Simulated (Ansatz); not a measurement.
# C2H4FNO: Born-Oppenheimer dynamics

Aim: follow C2H4FNO for 30 steps with a Nosé-Hoover thermostat (300 K) and see how far bonds stretch and how energy moves between motion and potential.

Computed with Ansatz 0.2.0, Gaussian basis. Level: revPBE/6-31G* with D3(BJ) with three-body dispersion.

## Step 1: The relaxed structure

An earlier PBE0-D4 in a triple-zeta def2 set relaxation fixed the geometry.

SMILES `N/C(F)=C\O`, 9 atoms, charge 0, spin multiplicity 1.

Atoms are counted from 1 here; the program's logs count them from 0.

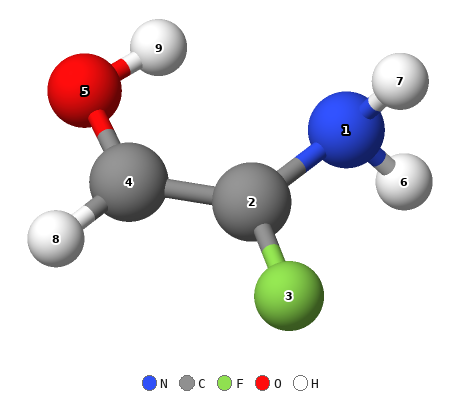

The geometry (nitrogen blue, carbon grey, fluorine green, oxygen red, hydrogen white); atoms are numbered from 1 in the order of the file.

Coordinates:

| atom | x (Å) | y (Å) | z (Å) |
| --- | --- | --- | --- |
| N1 | 0.3086 | 1.1672 | -0.2531 |
| C2 | 0.5653 | -0.1879 | -0.0773 |
| F3 | 1.8439 | -0.6075 | -0.2513 |
| C4 | -0.3785 | -1.0624 | 0.2473 |
| O5 | -1.6704 | -0.7199 | 0.4366 |
| H6 | 0.5029 | 1.4892 | -1.1939 |
| H7 | 0.8075 | 1.7543 | 0.4049 |
| H8 | -0.1699 | -2.1149 | 0.3820 |
| H9 | -1.7210 | 0.2358 | 0.2877 |

## Step 2: The run

File in.yaml:

```yaml
crystal:
  periodic: [false, false, false]
  atoms:
    - {symbol: N, position_ang: [0.308573, 1.167209, -0.253075]}
    - {symbol: C, position_ang: [0.565269, -0.187900, -0.077324]}
    - {symbol: F, position_ang: [1.843914, -0.607542, -0.251256]}
    - {symbol: C, position_ang: [-0.378492, -1.062436, 0.247314]}
    - {symbol: O, position_ang: [-1.670366, -0.719863, 0.436565]}
    - {symbol: H, position_ang: [0.502942, 1.489174, -1.193888]}
    - {symbol: H, position_ang: [0.807546, 1.754285, 0.404905]}
    - {symbol: H, position_ang: [-0.169938, -2.114905, 0.382001]}
    - {symbol: H, position_ang: [-1.721046, 0.235777, 0.287657]}
basis:
  gaussian: {orbitals: "6-31G*"}
hamiltonian: {xc: {name: revPBE}, dispersion: d3bjatm}
md: {timestep: 2 fs, n_steps: 30, ensemble: nvt_nose_hoover, temperature: 300, initial_velocities: maxwell_boltzmann, seed: 231}
```

The run is started by

```sh
> ansatz run in.yaml --threads 2 --pin off --events-out ev --progress --plain --max-ram 4352MiB
```

Standard output (excerpt; [...] marks lines left out):

```text
Functional definition: revPBE
  name "revPBE"
  cite "Zhang & Yang, Phys. Rev. Lett. 80, 890 (1998) doi:10.1103/PhysRevLett.80.890"
  cite "Perdew, Burke & Ernzerhof, Phys. Rev. Lett. 77, 3865 (1996) doi:10.1103/PhysRevLett.77.3865"
[...]
949 factors; their error is unknown
[...]
mean field -8389.14296099 eV, -308.2953174509 hartree, gradient 5.0e-5 eV, S^2 0.000000; 0 other end points of the search recorded, 0 dependent functions left out
[...]
reference -8389.14298533 eV, -308.2953183454 hartree; 20, 20 occupied and 63, 63 virtual orbitals, 949 factors
md step     0: t =     0.00 fs  T =   300.0 K  F+E_penalty+E_count = -8389.53597529 eV  E_kin = 0.271446 eV  conserved = -8389.26452929 eV  (28 SCF iters)
[...]
md step     7: t =    14.00 fs  T =   234.5 K  F+E_penalty+E_count = -8389.46265507 eV  E_kin = 0.212150 eV  conserved = -8389.25151945 eV  (32 SCF iters, 3 dispersion substeps)
[...]
md step    14: t =    28.00 fs  T =   204.0 K  F+E_penalty+E_count = -8389.42940350 eV  E_kin = 0.184574 eV  conserved = -8389.24844854 eV  (32 SCF iters, 3 dispersion substeps)
[...]
md step    21: t =    42.00 fs  T =   205.4 K  F+E_penalty+E_count = -8389.40287896 eV  E_kin = 0.185863 eV  conserved = -8389.22854806 eV  (32 SCF iters, 3 dispersion substeps)
[...]
md step    28: t =    56.00 fs  T =   143.3 K  F+E_penalty+E_count = -8389.34252557 eV  E_kin = 0.129671 eV  conserved = -8389.23331470 eV  (32 SCF iters, 3 dispersion substeps)
[...]
md step    29: t =    58.00 fs  T =   202.6 K  F+E_penalty+E_count = -8389.40879942 eV  E_kin = 0.183360 eV  conserved = -8389.24731441 eV  (32 SCF iters, 3 dispersion substeps)
[...]
md step    30: t =    60.00 fs  T =   171.1 K  F+E_penalty+E_count = -8389.35966835 eV  E_kin = 0.154853 eV  conserved = -8389.22827729 eV  (51 SCF iters, 3 dispersion substeps)
Total energy: -8389.35969201 eV, -308.3032821689 hartree
Atom 0 at     0.240716     1.218450    -0.271709 Å, force     0.861158    -0.971299    -0.058202 eV/Å
Atom 1 at     0.594870    -0.166910    -0.014056 Å, force    -1.212357    -1.000703    -0.086541 eV/Å
Atom 2 at     1.857305    -0.646037    -0.259883 Å, force     0.490899     0.525932    -0.110497 eV/Å
Atom 3 at    -0.380636    -1.118042     0.211172 Å, force     0.846770     2.076904     0.019189 eV/Å
Atom 4 at    -1.652395    -0.693809     0.449022 Å, force    -0.615000    -2.706474     0.378171 eV/Å
Atom 5 at     0.652982     1.455140    -1.198431 Å, force    -0.325642     0.159448     0.435909 eV/Å
Atom 6 at     0.644331     1.876253     0.421608 Å, force     0.010804    -0.305413    -0.220757 eV/Å
Atom 7 at    -0.213568    -2.179304     0.288295 Å, force     0.134772    -0.428975     0.097636 eV/Å
Atom 8 at    -1.586114     0.224691     0.269795 Å, force    -0.191405     2.650581    -0.454908 eV/Å
Dipole moment:     0.175932     0.400677    -0.087480 e Å
```

Wall time 43 s (2 threads of Arm Neoverse V1, shared host).

## Step 3: Frames and traces

One row in 2; energies are counted from the first frame:

| time (fs) | T (K) | potential (meV) | conserved (meV) | C2–F3 (Å) |
| --- | --- | --- | --- | --- |
| 0.0 | 300 | 0.0 | 0.00 | 1.357 |
| 4.0 | 187 | 130.0 | 28.10 | 1.312 |
| 8.0 | 164 | 163.1 | 39.62 | 1.319 |
| 12.0 | 194 | 138.0 | 41.05 | 1.375 |
| 16.0 | 164 | 174.0 | 49.40 | 1.429 |
| 20.0 | 120 | 195.0 | 30.31 | 1.452 |
| 24.0 | 85 | 216.7 | 19.90 | 1.446 |
| 28.0 | 204 | 106.6 | 16.08 | 1.423 |
| 32.0 | 258 | 50.5 | 6.71 | 1.389 |
| 36.0 | 239 | 84.4 | 21.04 | 1.352 |
| 40.0 | 231 | 96.1 | 23.41 | 1.336 |
| 44.0 | 232 | 85.1 | 10.52 | 1.355 |
| 48.0 | 236 | 94.2 | 20.55 | 1.394 |
| 52.0 | 140 | 191.7 | 28.42 | 1.417 |
| 56.0 | 143 | 193.4 | 31.21 | 1.406 |
| 60.0 | 171 | 176.3 | 36.25 | 1.372 |

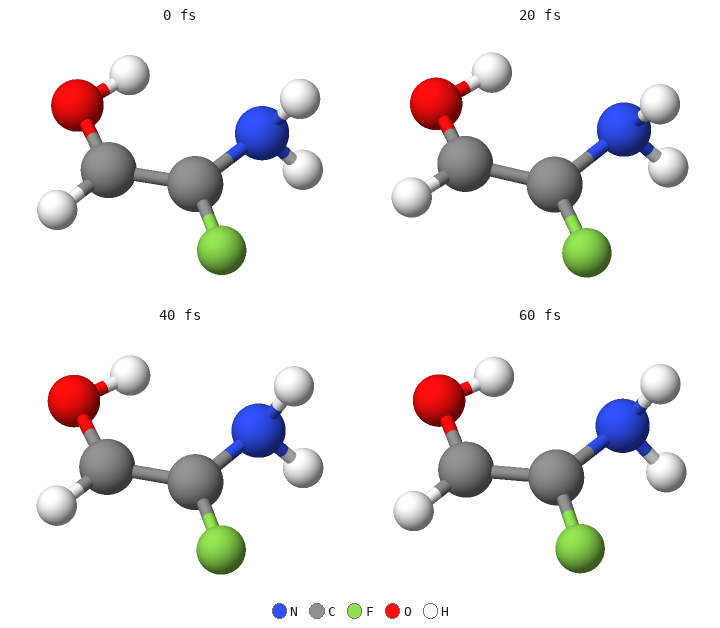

Four frames; sticks are those of the first frame.

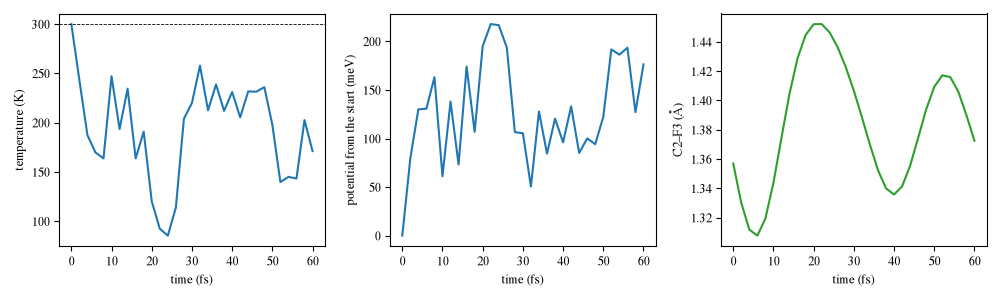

Temperature (the set value dashed), potential energy and the bond that swings most.

Positions (Å) and forces (eV/Å) at 60.0 fs:

```xyz
9

N     0.241    1.218   -0.272    0.861   -0.971   -0.058
C     0.595   -0.167   -0.014   -1.212   -1.001   -0.087
F     1.857   -0.646   -0.260    0.491    0.526   -0.110
C    -0.381   -1.118    0.211    0.847    2.077    0.019
O    -1.652   -0.694    0.449   -0.615   -2.706    0.378
H     0.653    1.455   -1.198   -0.326    0.159    0.436
H     0.644    1.876    0.422    0.011   -0.305   -0.221
H    -0.214   -2.179    0.288    0.135   -0.429    0.098
H    -1.586    0.225    0.270   -0.191    2.651   -0.455
```

## Step 4: What came out

```
                              quantity                          value
                                length             30 steps of 2.0 fs
     temperature, first and last frame                     300, 171 K
              temperature, second half  mean 205 K, from 140 to 258 K
                swing of the potential                        218 meV
largest change of the conserved energy                      49.40 meV
                        range of C2–F3               1.308 to 1.452 Å
```

**Reading.** The temperature starts at 300 K and ranges from 85 to 300 K; in so small a system it swings widely. The conserved energy moves by 49.40 meV, 22.7 % of the potential's swing: the step is long for the fastest motion. C2–F3 swings most, by 0.14 Å; no bond breaks. A run of 60 fs gives no averages.
